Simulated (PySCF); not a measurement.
**CH₈BNS: a tour of settings**

Aim: see how CH₈BNS (`CS[BH2-][NH3+]`) answers to the choice of functional, basis, grid and SCF options.

Computed with PySCF 2.14.0, with density-fitted response routines of our own, on a single molecule in the gas phase. Atoms are numbered from 0 throughout.

### Step 1. The starting structure

12 atoms, charge 0, multiplicity 1; geometry from: GFN2-xTB.

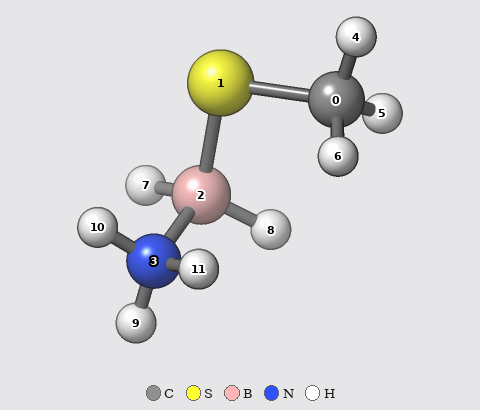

The starting geometry (carbon grey, sulfur yellow, boron pink, nitrogen blue, hydrogen white), atoms numbered.

### Step 2. Nuclear shieldings: PBE0/pcSseg-1

Job settings and geometry (Å):

```
{"job": {"kind": "nmr", "xc": "PBE0", "basis": "pcSseg-1"}, "charge": 0, "multiplicity": 1}
C      1.951485    -0.270442    -0.166745
S      0.822805     0.195554     1.188962
B     -0.655641     0.881083     0.218717
N     -1.623522    -0.448823     0.012820
H      2.871387    -0.624538     0.286801
H      2.151181     0.602599    -0.780996
H      1.515451    -1.061979    -0.772982
H     -1.271996     1.640310     0.882380
H     -0.342417     1.260892    -0.856937
H     -2.493833    -0.207812    -0.452538
H     -1.806792    -0.822037     0.940907
H     -1.116911    -1.145494    -0.526416
```

Level: GIAO PBE0/pcSseg-1 NMR shielding, non-relativistic, gas phase.

The run is started by

```bash
$ OMP_NUM_THREADS=1 python probes_run.py task.json out
```

This one command runs all jobs of the session in turn.

Log:

```text
coarse grid: 9824 points
cycle   1  E = -520.3536831584  dE =  1.462e-01  |g| = 3.483e-01  |ddm| = 2.823e+00
cycle   2  E = -520.3717345782  dE = -1.805e-02  |g| = 2.916e-01  |ddm| = 1.003e+00
cycle   3  E = -520.3973314618  dE = -2.560e-02  |g| = 3.238e-02  |ddm| = 4.450e-01
cycle   4  E = -520.3975643426  dE = -2.329e-04  |g| = 8.827e-03  |ddm| = 4.283e-02
cycle   5  E = -520.3975823569  dE = -1.801e-05  |g| = 4.077e-03  |ddm| = 1.493e-02
cycle   6  E = -520.3975860223  dE = -3.665e-06  |g| = 9.903e-04  |ddm| = 4.553e-03
final grid: 88136 points
cycle   7  E = -520.4184604043  dE = -2.991e-05  |g| = 7.874e-03  |ddm| = 2.350e-02
cycle   8  E = -520.4184534036  dE =  7.001e-06  |g| = 9.655e-03  |ddm| = 1.424e-02
cycle   9  E = -520.4184758032  dE = -2.240e-05  |g| = 5.849e-04  |ddm| = 8.084e-03
cycle  10  E = -520.4184758918  dE = -8.862e-08  |g| = 1.513e-04  |ddm| = 7.276e-04
cycle  11  E = -520.4184758971  dE = -5.368e-09  |g| = 4.213e-05  |ddm| = 1.799e-04
cycle  12  E = -520.4184758977  dE = -5.202e-10  |g| = 8.387e-06  |ddm| = 6.943e-05
converged SCF energy = -520.4184758977

GIAO shielding tensors (ppm)
atom      isotropic    diamagn.    paramagn.     s11        s22        s33       span
  0 C      166.901     250.038     -83.137    145.960    167.303    187.439     41.479
  1 S      638.268    1058.361    -420.093    569.017    611.752    734.035    165.018
  2 B      113.520     191.167     -77.647     98.050    116.778    125.731     27.682
  3 N      212.694     317.142    -104.447    188.500    210.389    239.194     50.695
  4 H       29.827      29.505       0.322     24.295     27.178     38.006     13.711
  5 H       29.610      30.160      -0.550     24.536     27.355     36.939     12.403
  6 H       29.779      31.595      -1.817     23.696     28.801     36.839     13.142
  7 H       28.733      30.442      -1.709     24.148     29.473     32.578      8.430
  8 H       28.988      31.175      -2.187     24.948     29.771     32.245      7.297
  9 H       28.686      28.738      -0.052     21.543     24.172     40.343     18.800
 10 H       29.116      30.107      -0.991     23.652     26.553     37.143     13.491
 11 H       28.838      31.576      -2.739     22.886     27.365     36.262     13.375
```

It took 8.9 s on 1 thread of Arm Neoverse V1, shared host; peak memory 0.53 GiB.

The references, computed at this level on geometries of the same kind, shield at (ppm): ¹H TMS 31.72, ¹³C TMS 186.9, ¹⁵N NH3 267.7, ¹¹B BF3·OEt2 100.1, ³³S CS2 504. Their shielding less the atom's gives the shift. The references are single molecules in the gas phase, so shifts against H2O, NH3, PH3, H3PO4 or CFCl3 are not on the usual liquid scales and can be off by tens of ppm. Atoms listed in one row are averaged.

```
       atoms                                     environment  σ (ppm)  δ (ppm)  δ scaled to CDCl3
          C0                       methyl carbon bonded to S    166.9     20.0               13.2
      H7, H8              hydrogen on a boron bonded to N, S    28.86     2.86                  –
H9, H10, H11  hydrogen on a donor nitrogen of a Lewis adduct    28.88     2.84                  –
  H4, H5, H6         hydrogen on a methyl carbon bonded to S    29.74     1.98               1.97
          S1                           sulfur bonded to C, B      638     -135                  –
          B2                       boron bonded to N, S, 2 H    113.5    -13.5                  –
          N3                donor nitrogen of a Lewis adduct    212.7     55.0                  –
```

The scaled column applies a straight-line fit of computed shieldings to shifts measured in CDCl3, with any fitted terms for Cl, Br or S neighbours (root-mean-square error 0.16 ppm for H, 1.9 ppm for C).

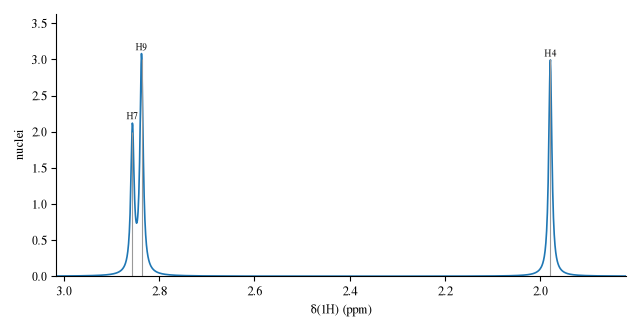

¹H lines at the computed shifts, without couplings. Lines are broadened to a width of 0.01 ppm (Lorentzian).

The run also stored atomic charges by several schemes (e):

```
atoms  Mulliken    IAO  Hirshfeld  ESP fit
   C0     -0.37  -0.49      -0.13    -0.41
   S1     -0.31  -0.08      -0.14    -0.39
   B2     -0.08  -0.29      -0.04     0.31
   N3     -0.33  -0.43      -0.09    -0.62
```

Mulliken charges:

```
atom  value (e)
  C0      -0.37
  S1      -0.31
  B2      -0.08
  N3      -0.33
  H4       0.14
  H5       0.15
  H6       0.11
  H7       0.03
  H8      -0.01
  H9       0.22
 H10       0.23
 H11       0.23
```

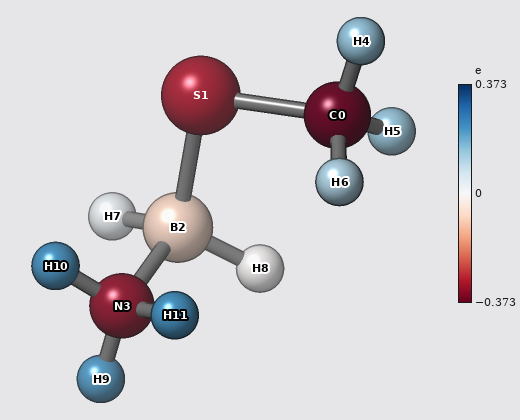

Mulliken charges, as colours on the atoms.

Mayer bond orders: C0–S1 1.00, S1–B2 0.93, B2–N3 0.59.

### Step 3. TDDFT and polarisability: PBE0/def2-SVPD

Same as in step 2 but for these lines:

```diff
@@ -1,2 +1,2 @@
-{"job": {"kind": "nmr", "xc": "PBE0", "basis": "pcSseg-1"}, "charge": 0, "multiplicity": 1}
+{"job": {"kind": "uv", "xc": "PBE0", "basis": "def2-SVPD", "nstates": 6, "ntriplets": 2}, "charge": 0, "multiplicity": 1}
 C      1.951485    -0.270442    -0.166745
```

With the program's defaults for keys left out, this is: TDDFT PBE0/def2-SVPD, vertical, gas phase, core orbitals frozen in the response.

Log:

```text
coarse grid: 9824 points
cycle   1  E = -520.1621445238  dE =  1.140e-01  |g| = 3.416e-01  |ddm| = 4.440e+00
cycle   2  E = -520.1754350986  dE = -1.329e-02  |g| = 3.057e-01  |ddm| = 1.899e+00
cycle   3  E = -520.2061346679  dE = -3.070e-02  |g| = 3.288e-02  |ddm| = 8.079e-01
cycle   4  E = -520.2064445355  dE = -3.099e-04  |g| = 8.480e-03  |ddm| = 8.573e-02
cycle   5  E = -520.2064659973  dE = -2.146e-05  |g| = 2.232e-03  |ddm| = 2.157e-02
cycle   6  E = -520.2064672946  dE = -1.297e-06  |g| = 8.075e-04  |ddm| = 5.709e-03
final grid: 88136 points
cycle   7  E = -520.2542806884  dE = -3.024e-05  |g| = 7.829e-03  |ddm| = 7.041e-02
cycle   8  E = -520.2542728281  dE =  7.860e-06  |g| = 9.631e-03  |ddm| = 2.283e-02
cycle   9  E = -520.2542964249  dE = -2.360e-05  |g| = 6.278e-04  |ddm| = 1.223e-02
cycle  10  E = -520.2542965425  dE = -1.176e-07  |g| = 1.252e-04  |ddm| = 1.415e-03
cycle  11  E = -520.2542965466  dE = -4.007e-09  |g| = 4.901e-05  |ddm| = 3.339e-04
cycle  12  E = -520.2542965473  dE = -7.558e-10  |g| = 1.004e-05  |ddm| = 9.941e-05
converged SCF energy = -520.2542965473

Static polarisability (au): isotropic 64.731, principal 58.191 60.681 75.322

Singlet excitations
state   eV       nm        f      main configurations
  1   4.6211    268.3   0.06223   H->L 0.98
  2   5.4345    228.1   0.00422   H->L+1 0.94
  3   5.9845    207.2   0.05830   H->L+2 0.78, H->L+3 0.18
  4   6.0709    204.2   0.00162   H-1->L 0.99
  5   6.1696    201.0   0.01022   H->L+3 0.79, H->L+2 0.17
  6   6.4452    192.4   0.02127   H->L+4 0.86

Triplet excitations (Tamm-Dancoff, eV): 4.3914 5.0623
```

Run time: 12 s. Hardware: 1 thread of Arm Neoverse V1, shared host; peak memory 0.63 GiB.

The orbitals next to the gap, with their largest atomic shares:

```
orbital     eV                       atoms
 HOMO−3  -9.77   S1 28 %, B2 22 %, C0 17 %
 HOMO−2  -8.39   B2 34 %, H7 23 %, S1 12 %
 HOMO−1  -7.38    S1 58 %, B2 18 %, C0 9 %
   HOMO  -5.84    S1 71 %, C0 11 %, B2 7 %
   LUMO  -0.29  B2 21 %, H9 16 %, H11 15 %
 LUMO+1   0.85   S1 43 %, C0 12 %, H6 10 %
 LUMO+2   1.20   S1 28 %, H9 17 %, B2 16 %
```

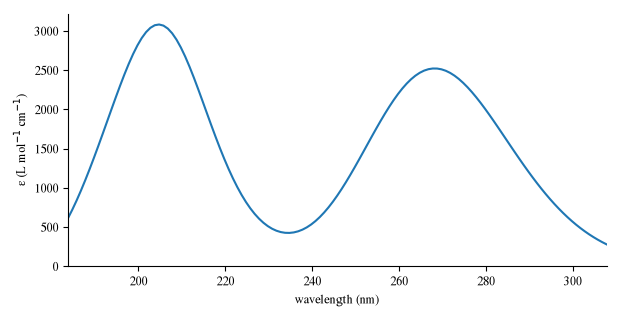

Absorption spectrum: each of the 6 states is a Gaussian band of 0.4 eV half-width at 1/e. Beyond the last state computed it falls off for lack of states.

Further results of this job:

```
           property  computed
  dipole moment (D)      5.43
polarisability (Å³)      9.59
 HOMO–LUMO gap (eV)      5.55
      −ε(HOMO) (eV)      5.84
```

### Step 4. NMR shieldings: LDA/MINI

Same as in step 3 but for these lines:

```diff
@@ -1,2 +1,2 @@
-{"job": {"kind": "uv", "xc": "PBE0", "basis": "def2-SVPD", "nstates": 6, "ntriplets": 2}, "charge": 0, "multiplicity": 1}
+{"job": {"kind": "nmr", "xc": "LDA", "basis": "MINI", "pop": true, "scf": {"aux": "def2-qzvpp-jkfit"}}, "charge": 0, "multiplicity": 1}
 C      1.951485    -0.270442    -0.166745
```

With the program's defaults for keys left out, this is: GIAO LDA/MINI NMR shielding, non-relativistic, gas phase.

Log:

```text
final grid: 88136 points
cycle   1  E = -515.1992680358  dE =  3.725e-02  |g| = 2.412e-01  |ddm| = 4.752e+00
cycle   2  E = -515.2054964177  dE = -6.228e-03  |g| = 2.495e-01  |ddm| = 9.455e-01
cycle   3  E = -515.2237696300  dE = -1.827e-02  |g| = 5.502e-02  |ddm| = 4.378e-01
cycle   4  E = -515.2248393098  dE = -1.070e-03  |g| = 9.686e-03  |ddm| = 1.338e-01
cycle   5  E = -515.2248799299  dE = -4.062e-05  |g| = 2.164e-03  |ddm| = 2.785e-02
cycle   6  E = -515.2248821415  dE = -2.212e-06  |g| = 4.666e-04  |ddm| = 6.749e-03
cycle   7  E = -515.2248822154  dE = -7.388e-08  |g| = 1.837e-04  |ddm| = 1.207e-03
cycle   8  E = -515.2248822279  dE = -1.252e-08  |g| = 2.499e-05  |ddm| = 3.921e-04
cycle   9  E = -515.2248822282  dE = -2.470e-10  |g| = 1.578e-06  |ddm| = 5.777e-05
converged SCF energy = -515.2248822282

GIAO shielding tensors (ppm)
atom      isotropic    diamagn.    paramagn.     s11        s22        s33       span
  0 C      197.536     242.811     -45.275    181.161    198.282    213.164     32.002
  1 S      838.839    1051.572    -212.733    738.136    854.008    924.372    186.236
  2 B      141.880     188.961     -47.080    124.420    145.806    155.415     30.995
  3 N      239.824     301.363     -61.540    215.794    239.395    264.282     48.488
  4 H       29.504      28.084       1.420     23.236     26.308     38.967     15.731
  5 H       29.049      26.004       3.045     23.166     26.996     36.986     13.820
  6 H       29.778      25.227       4.551     23.496     29.148     36.691     13.195
  7 H       27.872      28.987      -1.114     23.072     28.342     32.203      9.131
  8 H       28.230      27.403       0.827     23.808     28.977     31.907      8.099
  9 H       27.338      25.738       1.600     19.620     22.539     39.854     20.234
 10 H       27.939      24.406       3.533     21.536     25.692     36.589     15.053
 11 H       27.702      21.911       5.791     20.853     27.088     35.167     14.314
```

Wall time 2.5 s (1 thread of Arm Neoverse V1, shared host); peak memory 0.42 GiB.

In short: σ C0 197.5, S1 839, B2 141.9, N3 239.8, H9 27.66, H7 28.05 ppm (means over like atoms).

### Step 5. Nuclear shieldings: HF/6-31G*

Same as in step 4 but for these lines:

```diff
@@ -1,2 +1,2 @@
-{"job": {"kind": "nmr", "xc": "LDA", "basis": "MINI", "pop": true, "scf": {"aux": "def2-qzvpp-jkfit"}}, "charge": 0, "multiplicity": 1}
+{"job": {"kind": "nmr", "xc": "HF", "basis": "6-31G*", "pop": true, "scf": {"guess": "sap"}}, "charge": 0, "multiplicity": 1}
 C      1.951485    -0.270442    -0.166745
```

Level: GIAO HF/6-31G* NMR shielding, non-relativistic, gas phase.

Log:

```text
final grid: 88136 points
cycle   1  E = -518.1417347905  dE = -1.860e+00  |g| = 1.968e+00  |ddm| = 4.993e+00
cycle   2  E = -518.8284666992  dE = -6.867e-01  |g| = 1.213e+00  |ddm| = 3.117e+00
cycle   3  E = -519.1814851181  dE = -3.530e-01  |g| = 8.444e-02  |ddm| = 1.138e+00
cycle   4  E = -519.1853939432  dE = -3.909e-03  |g| = 3.252e-02  |ddm| = 2.204e-01
cycle   5  E = -519.1858228961  dE = -4.290e-04  |g| = 8.307e-03  |ddm| = 5.638e-02
cycle   6  E = -519.1858762712  dE = -5.338e-05  |g| = 2.248e-03  |ddm| = 3.068e-02
cycle   7  E = -519.1858797877  dE = -3.517e-06  |g| = 7.080e-04  |ddm| = 7.391e-03
cycle   8  E = -519.1858801903  dE = -4.026e-07  |g| = 1.882e-04  |ddm| = 2.723e-03
cycle   9  E = -519.1858802180  dE = -2.771e-08  |g| = 4.929e-05  |ddm| = 6.850e-04
cycle  10  E = -519.1858802201  dE = -2.080e-09  |g| = 1.514e-05  |ddm| = 1.893e-04
cycle  11  E = -519.1858802203  dE = -1.610e-10  |g| = 3.555e-06  |ddm| = 5.017e-05
converged SCF energy = -519.1858802203

GIAO shielding tensors (ppm)
atom      isotropic    diamagn.    paramagn.     s11        s22        s33       span
  0 C      185.902     250.183     -64.281    170.334    187.846    199.526     29.192
  1 S      735.918    1055.864    -319.946    668.336    698.160    841.257    172.921
  2 B      130.492     188.671     -58.179    118.659    131.998    140.818     22.159
  3 N      233.872     326.054     -92.182    215.297    229.869    256.449     41.153
  4 H       31.265      30.570       0.695     25.810     28.460     39.525     13.716
  5 H       30.927      30.572       0.355     25.760     28.871     38.151     12.391
  6 H       31.380      31.695      -0.315     25.603     30.538     37.998     12.395
  7 H       30.012      31.069      -1.057     25.499     30.496     34.041      8.542
  8 H       30.140      31.577      -1.438     26.356     30.663     33.400      7.043
  9 H       30.245      29.027       1.218     23.750     25.543     41.443     17.693
 10 H       30.172      29.464       0.708     24.499     27.959     38.056     13.557
 11 H       30.105      30.439      -0.334     24.140     28.860     37.315     13.176
```

Wall time 2 s (1 thread of Arm Neoverse V1, shared host); peak memory 0.42 GiB.

This run: σ C0 185.9, S1 736, B2 130.5, N3 233.9, H7 30.08, H9 30.17 ppm (means over like atoms).

### Step 6. Nuclear shieldings: KT2/ANO-RCC-VDZP

Same as in step 5 but for these lines:

```diff
@@ -1,2 +1,2 @@
-{"job": {"kind": "nmr", "xc": "HF", "basis": "6-31G*", "pop": true, "scf": {"guess": "sap"}}, "charge": 0, "multiplicity": 1}
+{"job": {"kind": "nmr", "xc": "KT2", "basis": "ANO-RCC-VDZP", "pop": true, "scf": {"damp": 0.1}}, "charge": 0, "multiplicity": 1}
 C      1.951485    -0.270442    -0.166745
```

Method: GIAO KT2/ANO-RCC-VDZP NMR shielding, non-relativistic, gas phase.

Log:

```text
damping 0.10 in the first 6 cycles
final grid: 88136 points
cycle   1  E = -525.6665149388  dE =  1.295e-01  |g| = 4.768e-01  |ddm| = 4.430e+00
cycle   2  E = -525.6561023129  dE =  1.041e-02  |g| = 5.307e-01  |ddm| = 1.591e+00
cycle   3  E = -525.6352494644  dE =  2.085e-02  |g| = 6.084e-01  |ddm| = 1.606e+00
cycle   4  E = -525.5776599496  dE =  5.759e-02  |g| = 7.457e-01  |ddm| = 1.844e+00
cycle   5  E = -525.5113920388  dE =  6.627e-02  |g| = 9.107e-01  |ddm| = 2.072e+00
cycle   6  E = -525.1646908641  dE =  3.467e-01  |g| = 1.399e+00  |ddm| = 3.000e+00
cycle   7  E = -524.5159349504  dE =  6.488e-01  |g| = 2.146e+00  |ddm| = 3.861e+00
cycle   8  E = -525.7262417381  dE = -1.210e+00  |g| = 2.393e-01  |ddm| = 1.901e+00
cycle   9  E = -525.7382179679  dE = -1.198e-02  |g| = 1.603e-01  |ddm| = 5.799e-01
cycle  10  E = -525.7463675040  dE = -8.150e-03  |g| = 1.573e-02  |ddm| = 2.354e-01
cycle  11  E = -525.7464191878  dE = -5.168e-05  |g| = 1.040e-02  |ddm| = 3.323e-02
cycle  12  E = -525.7464482784  dE = -2.909e-05  |g| = 1.416e-03  |ddm| = 1.285e-02
cycle  13  E = -525.7464488605  dE = -5.821e-07  |g| = 3.464e-04  |ddm| = 2.048e-03
cycle  14  E = -525.7464488975  dE = -3.702e-08  |g| = 7.671e-05  |ddm| = 5.981e-04
cycle  15  E = -525.7464488993  dE = -1.806e-09  |g| = 2.922e-05  |ddm| = 1.567e-04
cycle  16  E = -525.7464488996  dE = -2.648e-10  |g| = 9.744e-06  |ddm| = 4.647e-05
converged SCF energy = -525.7464488996

GIAO shielding tensors (ppm)
atom      isotropic    diamagn.    paramagn.     s11        s22        s33       span
  0 C      168.681     238.926     -70.245    145.575    168.717    191.749     46.175
  1 S      641.668    1067.708    -426.040    583.094    624.105    717.807    134.713
  2 B      115.189     191.298     -76.108    101.413    117.908    126.247     24.834
  3 N      212.269     299.798     -87.529    186.199    213.312    237.296     51.096
  4 H       29.653      29.146       0.507     24.234     27.499     37.227     12.993
  5 H       29.536      30.134      -0.597     24.631     27.578     36.400     11.769
  6 H       29.335      31.355      -2.020     23.018     28.628     36.361     13.343
  7 H       28.806      30.763      -1.957     24.632     29.744     32.041      7.410
  8 H       28.812      32.093      -3.282     25.132     29.668     31.634      6.502
  9 H       28.300      28.965      -0.665     20.679     24.433     39.788     19.109
 10 H       29.437      29.915      -0.478     24.543     27.023     36.746     12.203
 11 H       28.940      30.885      -1.945     23.020     27.834     35.965     12.946
```

Wall time 36 s (1 thread of Arm Neoverse V1, shared host); peak memory 0.49 GiB.

This run: σ C0 168.7, S1 642, B2 115.2, N3 212.3, H7 28.81, H9 28.89 ppm (means over like atoms).

### Step 7. Comparing the runs: NMR shifts

Shifts (ppm), means over like atoms, with basis size and wall time:

```
             run    C0    H7    H9    H4    N3  functions   time
   PBE0/pcSseg-1  20.0  2.86  2.84  1.98  55.0        115  8.9 s
        LDA/MINI  24.7  2.35  2.74  0.96  61.6         32  2.5 s
       HF/6-31G*  16.0  2.87  2.77  1.76  29.5         76    2 s
KT2/ANO-RCC-VDZP  20.4  2.92  2.84  2.22  61.4        100   36 s
```

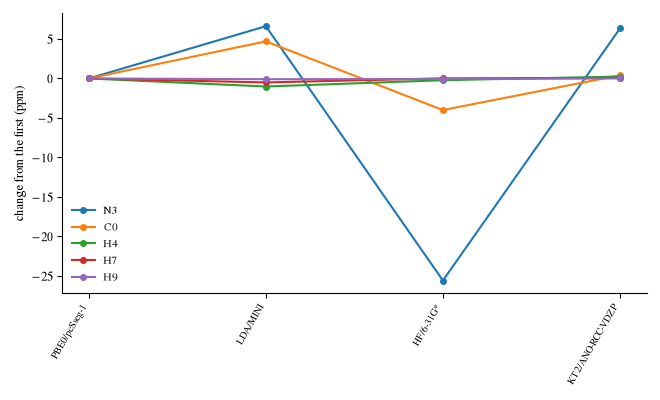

How the tabulated atoms move from run to run.

### Step 8. Summary of results

```
                                                              quantity                                            value
                                ¹³C shifts against TMS (PBE0/pcSseg-1)                                         20.0 ppm
¹H shifts against TMS (PBE0/pcSseg-1, means over atoms taken as alike)                             2.86, 2.84, 1.98 ppm
                                ³³S shifts against CS2 (PBE0/pcSseg-1)                                         -135 ppm
                           ¹¹B shifts against BF3·OEt2 (PBE0/pcSseg-1)                                        -13.5 ppm
                                ¹⁵N shifts against NH3 (PBE0/pcSseg-1)                                         55.0 ppm
                                       lowest singlet (PBE0/def2-SVPD)                      4.62 eV (268 nm), f = 0.062
                                                        lowest triplet                                          4.39 eV
                                              range of the shift of N3                                 29.5 to 61.6 ppm
                                         property runs in this session  5, of which 0 failed and 1 gave unsound results
```

Single values in the summary come from the first run of each kind that ended normally (PBE0/pcSseg-1; PBE0/def2-SVPD), which need not be the best level. At PBE0/pcSseg-1: The widest tensor belongs to S1: span 165 ppm, with a paramagnetic part of -420 ppm. The lowest singlet, at 4.62 eV, is HOMO→LUMO 0.98 and is bright. The lowest triplet lies 0.23 eV below the lowest singlet (triplets in Tamm-Dancoff, singlets in full TDDFT). Among the atoms with a shift in every run: Across the 4 runs the shift of N3 moves most, between 29.5 (HF/6-31G*) and 61.6 ppm (LDA/MINI). A minimal basis is unusable for shieldings, so that end is no result. Most of that comes from the computed reference, not from the atom's own shielding.
